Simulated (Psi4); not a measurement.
**UMP3/def2-TZVP run of CH5Si (SMILES [CH2][SiH3])**

Aim: the energy change on altering one bond length of CH5Si at UMP3/def2-TZVP, from 2 runs. 

Program for the calculation: Psi4 1.11.

1 further run of the same task is left out (set aside as unsound or not needed).

## 1. Starting point

CH5Si has 7 atoms, charge 0, and is taken as a doublet. SMILES: `[CH2][SiH3]`. The coordinates come from a PBE0-D4/def2-TZVP relaxation.

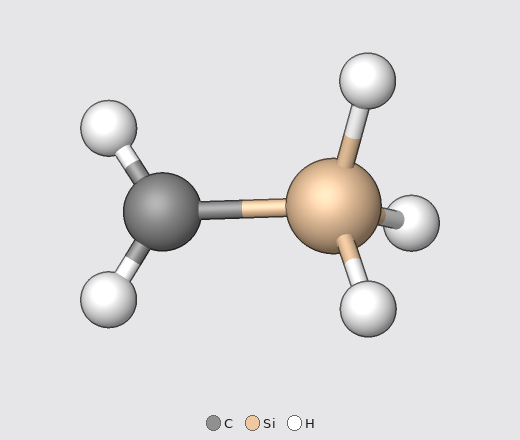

The structure, seen from a chosen angle (carbon grey, silicon light orange, hydrogen white).

## 2. A single-point energy at UMP3/def2-TZVP

The input, job.in:

```
memory 1600 MB

molecule {
  0 2
  C     -0.172600    -1.103000     0.047400
  Si     0.132300     0.709800    -0.029000
  H     -1.139000    -1.522200     0.308500
  H      0.588300    -1.834800    -0.203800
  H     -0.191200     1.256600    -1.379100
  H     -0.719700     1.420100     0.961800
  H      1.563100     1.005600     0.248500
  symmetry c1
  no_reorient
  no_com
}

set {
  basis           def2-TZVP
  reference       uhf
  puream          true
  e_convergence   1e-09
  d_convergence   1e-08
  scf_type        pk
  num_frozen_docc 6
  maxiter         200
  mp_type         conv
}

E, wfn = energy("mp3", return_wfn=True)
```

The run is started by

```console
$ psi4 -i job.in -o job.out -n 1
```

job.out:

```text
[...]
  Running in c1 symmetry.
[...]
  Nuclear repulsion =   56.021931243613906
[...]
  Multiplicity = 2
[...]
  Nalpha       = 13
  Nbeta        = 12
[...]
    Number of basis functions: 98
[...]
   @UHF iter   1:  -329.59584827080585   -6.95738e-01   3.35569e-03 ADIIS/DIIS
[...]
   @UHF iter  14:  -329.69068803236627   -3.58114e-12   3.08204e-09 DIIS
[...]
   @S^2 Observed:                7.613220397E-01
[...]
    Orbital Energies [Eh]
    ---------------------
    Alpha Occupied:
       1A    -68.766396     2A    -11.236784     3A     -6.116367
       4A     -4.223024     5A     -4.222766     6A     -4.222211
       7A     -0.952672     8A     -0.703148     9A     -0.590249
      10A     -0.499763    11A     -0.495413    12A     -0.474251
      13A     -0.384848
    Alpha Virtual:
      14A      0.124883    15A      0.162204    16A      0.168981
      17A      0.180814    18A      0.200531    19A      0.207407
      20A      0.281544    21A      0.299377    22A      0.320998
      23A      0.335893    24A      0.353316    25A      0.375060
[...]
  @UHF Final Energy:  -329.69068803236627
   => Energetics <=
    Nuclear Repulsion Energy =             56.0219312436139063
    One-Electron Energy =                -566.2044645756627688
    Two-Electron Energy =                 180.4918452996826090
    Total Energy =                       -329.6906880323662676
  UHF NO Occupations:
  HONO-2 :   11  A 1.9992059
  HONO-1 :   12  A 1.9962378
[...]
 Multipole Moments:
 ------------------------------------------------------------------------------------
     Multipole            Electronic (a.u.)      Nuclear  (a.u.)        Total (a.u.)
 ------------------------------------------------------------------------------------
 L = 1.  Multiply by 2.5417464519 to convert [e a0] to [Debye]
 Dipole X            :         -1.7849987            1.7349576           -0.0500411
 Dipole Y            :         -7.1816617            6.8871069           -0.2945548
 Dipole Z            :          0.3600650           -0.3509221            0.0091429
 Magnitude           :                                                    0.2989151
[...]
	SCS-MP2 Total Energy (a.u.)        :  -329.96438731861622
	SOS-MP2 Total Energy (a.u.)        :  -329.97049472618698
[...]
	SOS-PI-MP2 Total Energy (a.u.)     :  -329.99201831801935
[...]
	MP2 Total Energy (a.u.)            :  -329.95217250347474
[...]
	SCS-MP3 Total Energy (a.u.)        :  -329.97358465074853
[...]
	MP3 Total Energy (a.u.)            :  -329.98896183200412
[...]
```

Run time: 42 s. Hardware: 1 thread of AMD EPYC 7R43 (Zen 3), shared host; peak memory 1.1 GiB.

## 3. The distorted shape at the same level

The input, ch5si.dat:

```
memory 1600 mb

molecule {
  0 2
  C     -0.387266    -1.147379     0.005766
  Si    -0.082366     0.665421    -0.070634
  H     -1.353666    -1.566579     0.266866
  H      0.373634    -1.879179    -0.245434
  H     -0.405866     1.212221    -1.420734
  H     -0.934366     1.375721     0.920166
  H      1.563100     1.005600     0.248500
  symmetry c1
}

set globals {
  basis def2-TZVP
  reference uhf
  puream true
  e_convergence 1e-09
  d_convergence 1e-08
  scf_type pk
  num_frozen_docc 6
  maxiter 200
  mp_type conv
}

result, w = energy("mp3", return_wfn=True)
```

The run is started by

```console
$ psi4 ch5si.dat ch5si.out -n 1
```

ch5si.out:

```text
[...]
  Running in c1 symmetry.
[...]
  Nuclear repulsion =   55.257063354521939
[...]
  Multiplicity = 2
[...]
  Nalpha       = 13
  Nbeta        = 12
[...]
    Number of basis functions: 98
[...]
   @UHF iter   1:  -329.57600358100422   -7.51471e-01   3.41524e-03 DIIS/ADIIS
[...]
   @UHF iter  14:  -329.67669541785608   -1.15392e-11   6.28668e-09 DIIS
[...]
   @S^2 Observed:                7.613951280E-01
[...]
    Orbital Energies [Eh]
    ---------------------
    Alpha Occupied:
       1A    -68.784914     2A    -11.241051     3A     -6.131276
       4A     -4.238041     5A     -4.237634     6A     -4.237279
       7A     -0.956012     8A     -0.695443     9A     -0.592472
      10A     -0.503854    11A     -0.495818    12A     -0.449181
      13A     -0.386665
    Alpha Virtual:
      14A      0.123302    15A      0.148203    16A      0.167325
      17A      0.176495    18A      0.196327    19A      0.205994
      20A      0.278674    21A      0.298088    22A      0.318185
      23A      0.334428    24A      0.351462    25A      0.369598
[...]
  @UHF Final Energy:  -329.67669541785608
   => Energetics <=
    Nuclear Repulsion Energy =             55.2570633545219394
    One-Electron Energy =                -564.5268781552234714
    Two-Electron Energy =                 179.5931193828454013
    Total Energy =                       -329.6766954178560809
  UHF NO Occupations:
  HONO-2 :   11  A 1.9992007
  HONO-1 :   12  A 1.9962272
[...]
 Multipole Moments:
 ------------------------------------------------------------------------------------
     Multipole            Electronic (a.u.)      Nuclear  (a.u.)        Total (a.u.)
 ------------------------------------------------------------------------------------
 L = 1.  Multiply by 2.5417464519 to convert [e a0] to [Debye]
 Dipole X            :         -0.3051082            0.0954168           -0.2096914
 Dipole Y            :          0.0309505           -0.3696702           -0.3387197
 Dipole Z            :         -0.0286154            0.0060464           -0.0225690
 Magnitude           :                                                    0.3990124
[...]
	SCS-MP2 Total Energy (a.u.)        :  -329.95099907976135
	SOS-MP2 Total Energy (a.u.)        :  -329.95717571616660
[...]
	SOS-PI-MP2 Total Energy (a.u.)     :  -329.97875112372896
[...]
	MP2 Total Energy (a.u.)            :  -329.93864580695089
[...]
	SCS-MP3 Total Energy (a.u.)        :  -329.96025262608259
[...]
	MP3 Total Energy (a.u.)            :  -329.97565999223588
[...]
```

Run time: 46 s. Hardware: 1 thread of AMD EPYC 7R43 (Zen 3), shared host; peak memory 1.1 GiB.

## 4. Summary of results

Level: UMP3/def2-TZVP, 6 core orbitals frozen.

| quantity | value |
| --- | --- |
| first shape: total energy | -329.98896 Eh |
| first shape: HOMO energy (Hartree–Fock orbitals) (highest over α and β) | -10.47 eV |
| first shape: LUMO energy (Hartree–Fock orbitals) (lowest over α and β) | 2.08 eV |
| first shape: correlation energy (6 core orbitals frozen) | -298.3 mEh |
| first shape: ⟨S²⟩ of the reference determinant | 0.761 |
| distorted shape: total energy | -329.97566 Eh |
| distorted shape: HOMO energy (Hartree–Fock orbitals) (highest over α and β) | -10.52 eV |
| distorted shape: LUMO energy (Hartree–Fock orbitals) (lowest over α and β) | 1.97 eV |
| distorted shape: correlation energy (6 core orbitals frozen) | -299.0 mEh |
| distorted shape: ⟨S²⟩ of the reference determinant | 0.761 |
| energy change with the Si2–H7 bond stretched from 1.487 to 1.710 Å | 0.362 eV |

With the Si2–H7 bond stretched from 1.487 to 1.710 Å the energy rises by 0.36 eV (8.3 kcal/mol). The first shape isn't relaxed at this level, so the change isn't measured from a minimum.
